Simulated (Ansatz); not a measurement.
# BHBr+ (quintet): wave-function methods side by side, cc-pVDZ

Aim: climb from Hartree-Fock through coupled cluster for BHBr+ (quintet) at one geometry and basis, and see what each rung misses.

Computed with Ansatz 0.2.0, Gaussian basis. Level: cc-pVDZ, core rule «outside noble gas», up to 15 orbitals frozen.

The runs, in order: UHF; CCSD(T) on ROHF; CCSD(T) on UHF; BCCD(T) on ROHF; CISD as a restricted active space (open shells left free, so some higher excitations enter); CCSDT(Q) on ROHF; CCSDT(Q) on UHF.

35 further runs of the same task are left out: 6 for a known fault of the program, 12 that didn't finish, 17 set aside as unsound or not needed. Runs told in other sessions of the task aren't counted.

### 1 The geometry

The geometry is a PBE0/def2-TZVP stationary point (not a proven minimum) of the parent state, kept for this charge and spin. No spin-orbit coupling is included. The filled d shell of Br may be among the frozen orbitals whatever the setting's name suggests.

3 atoms, charge 1, spin multiplicity 5.

Atoms are counted from 1 here; the program's logs count them from 0.

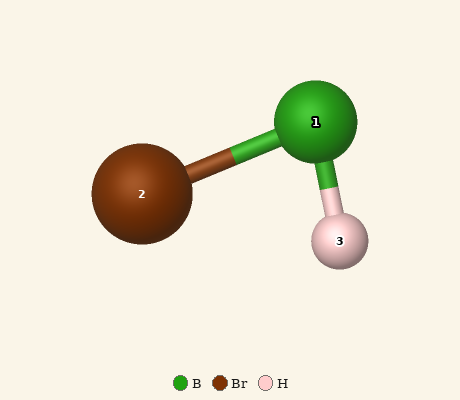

The structure; boron green, bromine brown, hydrogen pink; atoms are numbered from 1 in the order of the file.

As a file:

```xyz
3
charge 1, multiplicity 5
B     0.0000   -0.1881    1.7151
Br    0.0000    0.0118   -0.2522
H     0.0000    1.0856    1.5985
```

In the tables R marks a restricted open-shell determinant and U an unrestricted one; energies count from the table's Hartree-Fock row.

### 2 UHF

The input, in.yaml:

```yaml
crystal:
  periodic: [false, false, false]
  atoms:
    - {symbol: B, position_ang: [0.000000, -0.188124, 1.715115]}
    - {symbol: Br, position_ang: [0.000000, 0.011759, -0.252218]}
    - {symbol: H, position_ang: [0.000000, 1.085637, 1.598465]}
basis:
  gaussian: {orbitals: cc-pVDZ}
total_charge: 1
magnetization: {spin_polarized: true, initial_magnetization: 4}
hamiltonian: {xc: hf}
output: {orbitals: {seedname: orbitals}}
```

Launch:

```console
ansatz run in.yaml --threads 1 --pin off --events-out ev --progress --plain --max-ram 2393MiB
```

Output:

```text
Functional definition: HF
  name "HF"
  cite "Fock, Z. Phys. 61, 126 (1930) doi:10.1007/BF01340294"
  parent pbe
  exchange = exact_x
  correlation = 0
492 factors; integrals over basis functions are off by at most 9.5e-4 eV
mean field evaluation 1: about -70667.7123 eV, gradient 1.1e1 eV
mean field evaluation 2: about -70667.7698 eV, gradient 1.1e1 eV
mean field evaluation 4: about -70669.4247 eV, gradient 2.4e0 eV
mean field evaluation 8: about -70669.6105 eV, gradient 3.9e-1 eV
mean field evaluation 16: about -70669.2583 eV, gradient 4.2e0 eV
mean field evaluation 32: about -70669.2557 eV, gradient 4.2e0 eV
mean field -70669.62138249 eV, -2597.0606842168 hartree, gradient 2.5e-5 eV, S^2 6.014514; 2 other end points of the search recorded, 0 dependent functions left out
reference -70669.62138249 eV, -2597.0606842168 hartree; 22, 18 occupied and 24, 28 virtual orbitals, 492 factors
Total energy: -70669.62138249 eV, -2597.0606842168 hartree
```

Run time: 0.84 s. Hardware: 1 thread of INTEL XEON PLATINUM 8581C at 2.10GHz, shared host.

From the report: ⟨S²⟩ of the determinant 6.015 (pure quintet: 6.00).

### 3 CCSD(T) on ROHF

Changes to in.yaml since step 2:

```diff
@@ -9,4 +9,4 @@
 total_charge: 1
-magnetization: {spin_polarized: true, initial_magnetization: 4}
-hamiltonian: {xc: hf}
-output: {orbitals: {seedname: orbitals}}
+magnetization: {spin_polarized: false, initial_magnetization: 4}
+correlation: {method: ccsd_t, electrons: outside_noble_gas}
+output: {forces: true}
```

Same command.

Output, cut to the lines that bear on the results:

```text
Functional definition: HF
  name "HF"
  cite "Fock, Z. Phys. 61, 126 (1930) doi:10.1007/BF01340294"
  parent pbe
[...]
492 factors; integrals over basis functions are off by at most 9.5e-4 eV
[...]
mean field -70669.43428311 eV, -2597.0538084411 hartree, gradient 7.9e-6 eV, S^2 6.000000; 8 other end points of the search recorded, 0 dependent functions left out
[...]
determinant -70669.43428311 eV, -2597.0538084411 hartree, with singles and doubles -70673.90065206 eV, -2597.2179444729 hartree
determinant -70668.98806458 eV, -2597.0374102127 hartree, with singles and doubles -70673.35903343 eV, -2597.1980403552 hartree
determinant -70666.49489165 eV, -2596.9457877977 hartree, with singles and doubles -70671.02388302 eV, -2597.1122251606 hartree
determinant -70665.96163020 eV, -2596.9261908007 hartree, with singles and doubles -70670.52549852 eV, -2597.0939098679 hartree
[...]
15 core orbitals not correlated: weight in the atoms' cores, before any rotation towards them, 1.000 or more for the frozen orbitals, at most 0.000 for the correlated occupied ones
reference -70669.43428311 eV, -2597.0538084411 hartree; 7, 3 occupied and 24, 28 virtual orbitals, 492 factors
second order -3.65502461 eV of doubles, -0.12223564 eV of singles
cycle   1  -4.46708623 eV  change   -5.9e-7 eV  update   1.3e-6
[...]
cycle   4  -4.46708692 eV  change   -1.4e-7 eV  update   1.2e-7
perturbative correction -0.11452324 eV, -0.0042086513 hartree
[...]
Total energy: -70674.01589327 eV, -2597.2221795090 hartree
Atom 0 at     0.000000    -0.188124     1.715115 Å, force     0.000000    -1.188797     2.213157 eV/Å
Atom 1 at     0.000000     0.011759    -0.252218 Å, force     0.000000     0.204862    -2.142914 eV/Å
Atom 2 at     0.000000     1.085637     1.598465 Å, force    -0.000000     0.983935    -0.070243 eV/Å
Dipole moment:     0.000000     0.214175     0.086526 e Å
```

It took 4.8 s on 1 thread of INTEL XEON PLATINUM 8581C at 2.10GHz, shared host.

From the report: correlation -4.5816 eV; T1 0.033; largest double amplitude 0.04.

### 4 CCSD(T) on UHF

Changes to in.yaml since step 3:

```diff
@@ -9,3 +9,3 @@
 total_charge: 1
-magnetization: {spin_polarized: false, initial_magnetization: 4}
+magnetization: {spin_polarized: true, initial_magnetization: 4}
 correlation: {method: ccsd_t, electrons: outside_noble_gas}
```

The command is unchanged.

Output, cut to the lines that bear on the results:

```text
Functional definition: HF
  name "HF"
  cite "Fock, Z. Phys. 61, 126 (1930) doi:10.1007/BF01340294"
  parent pbe
[...]
492 factors; integrals over basis functions are off by at most 9.5e-4 eV
[...]
mean field -70669.62138249 eV, -2597.0606842168 hartree, gradient 9.9e-6 eV, S^2 6.014514; 8 other end points of the search recorded, 0 dependent functions left out
determinant -70669.62138249 eV, -2597.0606842168 hartree, with singles and doubles -70673.91023148 eV, -2597.2182965100 hartree
determinant -70669.15100185 eV, -2597.0433980468 hartree, with singles and doubles -70673.36741253 eV, -2597.1983482816 hartree
determinant -70666.64246042 eV, -2596.9512108498 hartree, with singles and doubles -70671.03297385 eV, -2597.1125592423 hartree
determinant -70666.17570096 eV, -2596.9340577560 hartree, with singles and doubles -70670.53583806 eV, -2597.0942898390 hartree
[...]
15 core orbitals not correlated: weight in the atoms' cores, before any rotation towards them, 1.000 or more for the frozen orbitals, at most 0.000 for the correlated occupied ones
reference -70669.62138249 eV, -2597.0606842168 hartree; 7, 3 occupied and 24, 28 virtual orbitals, 492 factors
second order -3.57674324 eV of doubles, -0.00000000 eV of singles
cycle   1  -4.28950708 eV  change    4.1e-6 eV  update   2.8e-6
[...]
cycle   5  -4.28950702 eV  change    2.2e-8 eV  update   1.1e-7
perturbative correction -0.10990481 eV, -0.0040389274 hartree
[...]
Total energy: -70674.02079433 eV, -2597.2223596197 hartree
Atom 0 at     0.000000    -0.188124     1.715115 Å, force    -0.000000    -1.185895     2.213360 eV/Å
Atom 1 at     0.000000     0.011759    -0.252218 Å, force    -0.000000     0.204642    -2.143848 eV/Å
Atom 2 at     0.000000     1.085637     1.598465 Å, force    -0.000000     0.981253    -0.069512 eV/Å
Dipole moment:    -0.000000     0.214031     0.086238 e Å
```

Run time: 4.2 s. Hardware: 1 thread of INTEL XEON PLATINUM 8581C at 2.10GHz, shared host.

From the report: ⟨S²⟩ of the determinant 6.015 (pure quintet: 6.00); correlation -4.3994 eV; T1 0.024; largest double amplitude 0.04.

### 5 BCCD(T) on ROHF

Changes to in.yaml since step 4:

```diff
@@ -9,4 +9,3 @@
 total_charge: 1
-magnetization: {spin_polarized: true, initial_magnetization: 4}
-correlation: {method: ccsd_t, electrons: outside_noble_gas}
-output: {forces: true}
+magnetization: {spin_polarized: false, initial_magnetization: 4}
+correlation: {method: bccd_t, electrons: outside_noble_gas}
```

Launched as before.

Output, cut to the lines that bear on the results:

```text
Functional definition: HF
  name "HF"
  cite "Fock, Z. Phys. 61, 126 (1930) doi:10.1007/BF01340294"
  parent pbe
[...]
492 factors; integrals over basis functions are off by at most 9.5e-4 eV
[...]
mean field -70669.43428311 eV, -2597.0538084411 hartree, gradient 7.9e-6 eV, S^2 6.000000; 8 other end points of the search recorded, 0 dependent functions left out
[...]
determinant -70669.43428311 eV, -2597.0538084411 hartree, with singles and doubles -70673.90065206 eV, -2597.2179444729 hartree
determinant -70668.98806458 eV, -2597.0374102127 hartree, with singles and doubles -70673.35903343 eV, -2597.1980403552 hartree
determinant -70666.49489165 eV, -2596.9457877977 hartree, with singles and doubles -70671.02388302 eV, -2597.1122251606 hartree
determinant -70665.96163020 eV, -2596.9261908007 hartree, with singles and doubles -70670.52549852 eV, -2597.0939098679 hartree
determinant -70669.43428311 eV, -2597.0538084411 hartree, with singles and doubles -70673.90136875 eV, -2597.2179708107 hartree
determinant -70668.98806458 eV, -2597.0374102127 hartree, with singles and doubles -70673.35958791 eV, -2597.1980607322 hartree
[...]
15 core orbitals not correlated: weight in the atoms' cores, before any rotation towards them, 1.000 or more for the frozen orbitals, at most 0.000 for the correlated occupied ones
reference -70669.43428311 eV, -2597.0538084411 hartree; 7, 3 occupied and 24, 28 virtual orbitals, 492 factors
second order -3.65502461 eV of doubles, -0.12223564 eV of singles
cycle   1  -4.47265092 eV  change   -5.6e-3 eV  update   1.3e-2
[...]
cycle  10  -4.46684016 eV  change    1.9e-6 eV  update   8.9e-6
perturbative correction -0.11419783 eV, -0.0041966930 hartree
Total energy: -70674.01532110 eV, -2597.2221584823 hartree
```

It took 3.9 s on 1 thread of INTEL XEON PLATINUM 8581C at 2.10GHz, shared host.

From the report: correlation -4.5810 eV; largest double amplitude 0.04.

### 6 CISD as a restricted active space (open shells left free, so some higher excitations enter)

Changes to in.yaml since step 5:

```diff
@@ -10,2 +10,2 @@
 magnetization: {spin_polarized: false, initial_magnetization: 4}
-correlation: {method: bccd_t, electrons: outside_noble_gas}
+correlation: {active_space: {ras: {orbitals: [3, 4, 24], electrons: 10, max_holes: 2, max_particles: 2}, fixed_orbitals: true}}
```

The command is unchanged.

Output:

```text
Functional definition: HF
  name "HF"
  cite "Fock, Z. Phys. 61, 126 (1930) doi:10.1007/BF01340294"
  parent pbe
  exchange = exact_x
  correlation = 0
492 factors; integrals over basis functions are off by at most 9.5e-4 eV
mean field evaluation 1: about -70667.9048 eV, gradient 1.1e1 eV
mean field evaluation 2: about -70667.9548 eV, gradient 1.1e1 eV
mean field evaluation 4: about -70669.3246 eV, gradient 1.7e0 eV
mean field evaluation 8: about -70669.4142 eV, gradient 6.1e-1 eV
mean field evaluation 16: about -70668.8048 eV, gradient 4.8e0 eV
mean field evaluation 32: about -70669.3783 eV, gradient 2.6e0 eV
mean field evaluation 64: about -70669.4343 eV, gradient 7.9e-6 eV
mean field -70669.43428311 eV, -2597.0538084411 hartree, gradient 7.9e-6 eV, S^2 6.000000; 6 other end points of the search recorded, 0 dependent functions left out
reference -70669.43428311 eV, -2597.0538084411 hartree; 22, 18 occupied and 24, 28 virtual orbitals, 492 factors
state -70673.71038906 eV, -2597.2109524363 hartree
Total energy: -70673.71038906 eV, -2597.2109524363 hartree
```

Wall time 2.8 s (1 thread of INTEL XEON PLATINUM 8581C at 2.10GHz, shared host).

From the report: 70,829 determinants.

### 7 CCSDT(Q) on ROHF

Changes to in.yaml since step 6:

```diff
@@ -10,2 +10,2 @@
 magnetization: {spin_polarized: false, initial_magnetization: 4}
-correlation: {active_space: {ras: {orbitals: [3, 4, 24], electrons: 10, max_holes: 2, max_particles: 2}, fixed_orbitals: true}}
+correlation: {method: ccsdt_q, electrons: outside_noble_gas}
```

The command is unchanged.

Output, cut to the lines that bear on the results:

```text
Functional definition: HF
  name "HF"
  cite "Fock, Z. Phys. 61, 126 (1930) doi:10.1007/BF01340294"
  parent pbe
[...]
877 factors; integrals over basis functions are off by at most 2.1e-7 eV
[...]
mean field -70669.43436531 eV, -2597.0538114622 hartree, gradient 7.8e-6 eV, S^2 6.000000; 8 other end points of the search recorded, 0 dependent functions left out
[...]
determinant -70669.43436531 eV, -2597.0538114622 hartree, with singles and doubles -70673.90072689 eV, -2597.2179472227 hartree
determinant -70668.98814872 eV, -2597.0374133049 hartree, with singles and doubles -70673.35911165 eV, -2597.1980432298 hartree
determinant -70666.49498450 eV, -2596.9457912098 hartree, with singles and doubles -70671.02396706 eV, -2597.1122282489 hartree
determinant -70665.96170891 eV, -2596.9261936934 hartree, with singles and doubles -70670.52557032 eV, -2597.0939125066 hartree
determinant -70669.43436531 eV, -2597.0538114622 hartree, with singles and doubles -70673.90144336 eV, -2597.2179735524 hartree
determinant -70668.98814872 eV, -2597.0374133049 hartree, with singles and doubles -70673.35966580 eV, -2597.1980635943 hartree
15 core orbitals not correlated: weight in the atoms' cores, before any rotation towards them, 1.000 or more for the frozen orbitals, at most 0.000 for the correlated occupied ones
reference -70669.43436531 eV, -2597.0538114622 hartree; 7, 3 occupied and 24, 28 virtual orbitals, 877 factors
second order -3.65501948 eV of doubles, -0.12223609 eV of singles
cycle   1  -4.24242628 eV  change   -4.6e-1 eV  update   6.7e-2
[...]
cycle  19  -4.60393524 eV  change   -4.4e-7 eV  update   4.1e-7
perturbative correction -0.00716396 eV, -0.0002632706 hartree
Total energy: -70674.04546451 eV, -2597.2232662320 hartree
```

It took 14 s on 1 thread of INTEL XEON PLATINUM 8581C at 2.10GHz, shared host; peak memory 0.29 GiB.

From the report: correlation -4.6111 eV; T1 0.034; largest double amplitude 0.05.

### 8 CCSDT(Q) on UHF

Changes to in.yaml since step 7:

```diff
@@ -9,3 +9,3 @@
 total_charge: 1
-magnetization: {spin_polarized: false, initial_magnetization: 4}
+magnetization: {spin_polarized: true, initial_magnetization: 4}
 correlation: {method: ccsdt_q, electrons: outside_noble_gas}
```

Same command.

Output, cut to the lines that bear on the results:

```text
Functional definition: HF
  name "HF"
  cite "Fock, Z. Phys. 61, 126 (1930) doi:10.1007/BF01340294"
  parent pbe
[...]
877 factors; integrals over basis functions are off by at most 2.1e-7 eV
[...]
mean field -70669.62146573 eV, -2597.0606872758 hartree, gradient 1.4e-6 eV, S^2 6.014514; 8 other end points of the search recorded, 0 dependent functions left out
determinant -70669.62146573 eV, -2597.0606872758 hartree, with singles and doubles -70673.91030657 eV, -2597.2182992696 hartree
determinant -70669.15108754 eV, -2597.0434011962 hartree, with singles and doubles -70673.36749099 eV, -2597.1983511649 hartree
determinant -70666.64255378 eV, -2596.9512142807 hartree, with singles and doubles -70671.03305758 eV, -2597.1125623193 hartree
determinant -70666.17578175 eV, -2596.9340607249 hartree, with singles and doubles -70670.53590891 eV, -2597.0942924427 hartree
determinant -70669.62146573 eV, -2597.0606872758 hartree, with singles and doubles -70673.91096860 eV, -2597.2183235988 hartree
determinant -70669.15108754 eV, -2597.0434011962 hartree, with singles and doubles -70673.36805107 eV, -2597.1983717474 hartree
15 core orbitals not correlated: weight in the atoms' cores, before any rotation towards them, 1.000 or more for the frozen orbitals, at most 0.000 for the correlated occupied ones
reference -70669.62146573 eV, -2597.0606872758 hartree; 7, 3 occupied and 24, 28 virtual orbitals, 877 factors
second order -3.57673766 eV of doubles, -0.00000000 eV of singles
cycle   1  -4.06149413 eV  change   -4.8e-1 eV  update   6.5e-2
[...]
cycle  18  -4.42197184 eV  change   -1.1e-6 eV  update   8.0e-7
perturbative correction -0.00728173 eV, -0.0002675987 hartree
Total energy: -70674.05071931 eV, -2597.2234593424 hartree
```

Run time: 11 s. Hardware: 1 thread of INTEL XEON PLATINUM 8581C at 2.10GHz, shared host; peak memory 0.25 GiB.

From the report: ⟨S²⟩ of the determinant 6.015 (pure quintet: 6.00); correlation -4.4293 eV; T1 0.026; largest double amplitude 0.05.

### 9 The ladder

The yardstick is UCCSDT(Q), where the cluster series has nearly closed. Rows without a time are mean-field rows or come out of runs for another level: lower rungs of the coupled-cluster runs, or the Hartree-Fock search. The times of RCCSD(T), UCCSD(T) include forces.

Differences are taken before rounding.

| method | energy from the lowest ROHF (meV) | from UCCSDT(Q) (meV) | time |
| --- | --- | --- | --- |
| ROHF | 0.0 | +4616.4 |  |
| UHF | -187.1 | +4429.3 |  |
| RMP2 | -3777.3 | +839.2 |  |
| UMP2 | -3763.8 | +852.6 |  |
| CISD | -4276.1 | +340.3 | 2.8 s |
| RCCSD | -4467.1 | +149.3 |  |
| UCCSD | -4476.6 | +139.8 |  |
| RCCSD(T) | -4581.6 | +34.8 | 4.8 s |
| UCCSD(T) | -4586.5 | +29.9 | 4.2 s |
| BCCD(T) | -4581.0 | +35.4 | 3.9 s |
| RCCSDT | -4604.0 | +12.4 |  |
| UCCSDT | -4609.2 | +7.3 |  |
| RCCSDT(Q) | -4611.2 | +5.3 | 14 s |
| UCCSDT(Q) | -4616.4 | 0 | 11 s |

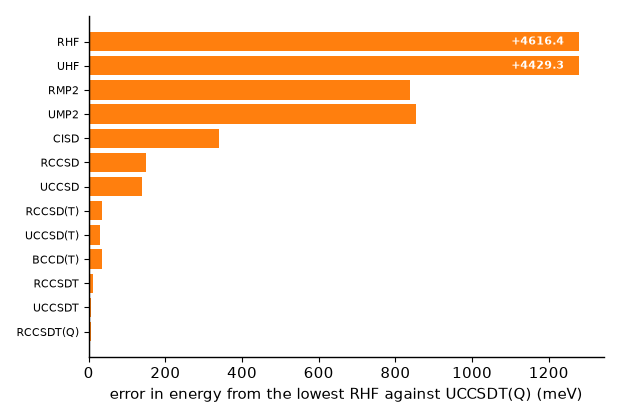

How far each level lands from UCCSDT(Q). Bars with a number in them are cut short.

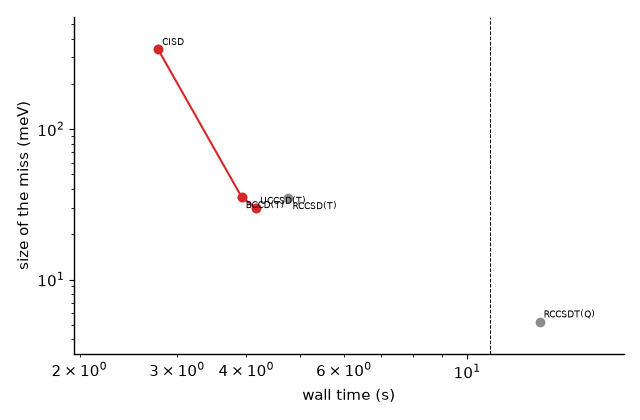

Miss against cost. Red marks the levels that no quicker level drawn beats (of those quicker than the yardstick), and the dashed line is the time of UCCSDT(Q). Times are from a shared host.

### 10 Outcome

```
                         quantity                                                   value
    UCCSDT(Q) from the ROHF energy                                              -4.6164 eV
              RMP2 from UCCSDT(Q)                                              +839.2 meV
              UMP2 from UCCSDT(Q)                                              +852.6 meV
             RCCSD from UCCSDT(Q)                                              +149.3 meV
          RCCSD(T) from UCCSDT(Q)                                               +34.8 meV
          UCCSD(T) from UCCSDT(Q)                                               +29.9 meV
         RCCSDT(Q) from UCCSDT(Q)                                                +5.3 meV
levels within 1 kcal/mol (43 meV)  RCCSD(T), UCCSD(T), BCCD(T), RCCSDT, UCCSDT, RCCSDT(Q)
                    T1 diagnostic                                                   0.033
```

RCCSD(T) misses by +34.8 meV, 0.8 % of the correlation energy. These misses are within one basis, not against nature; the frozen cores of restricted and unrestricted runs differ, which can shift their rows.

With open shells the CI space here admits some higher excitations, so it is larger than plain CISD.

For cost: UCCSD(T) gets within 29.9 meV in 4.2 s, where UCCSDT(Q) took 11 s; the quickest level in the cost chart, CISD, takes 2.8 s and misses by 340.3 meV.
